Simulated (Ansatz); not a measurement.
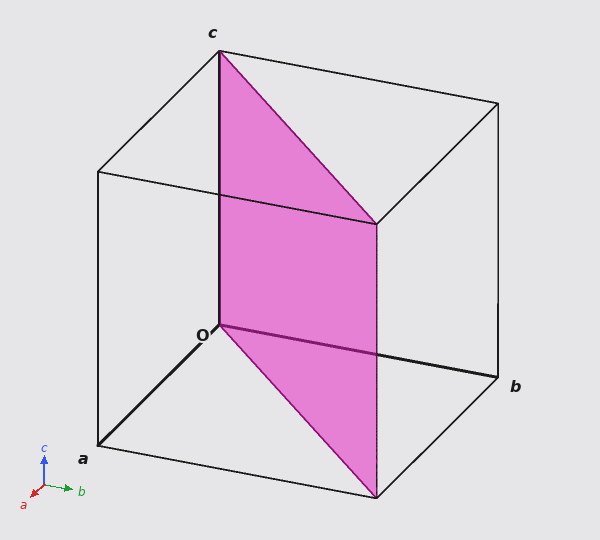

Every member of one family of equally spaced planes, hx + ky + lz = a whole number, that cuts the unit cell is shaded (one member passes through the origin O). Crystal: Si, the input geometry of an electronic-structure calculation (not necessarily at equilibrium). Geometry calculated from the standardised cell; symmetry tolerance 0.002 Å.

a = 5.431 Å, b = 5.431 Å, c = 5.431 Å, α = 90.00°, β = 90.00°, γ = 90.00°.

Question: Index the planes.

Answer: (1 −1 0); the opposite sign names the same planes. The member next to the origin meets the axes a at 1, b at −1, c never.

Question: What is the spacing?

Answer: d = 3.840 Å.

Question: The space group is No. 227, Fd-3m, origin choice 1. How many reflections hkl are equivalent to this one (itself included), and does it occur?

Answer: 12 reflections are equivalent in the Laue class m-3m. The reflection is systematically absent, by the centring.
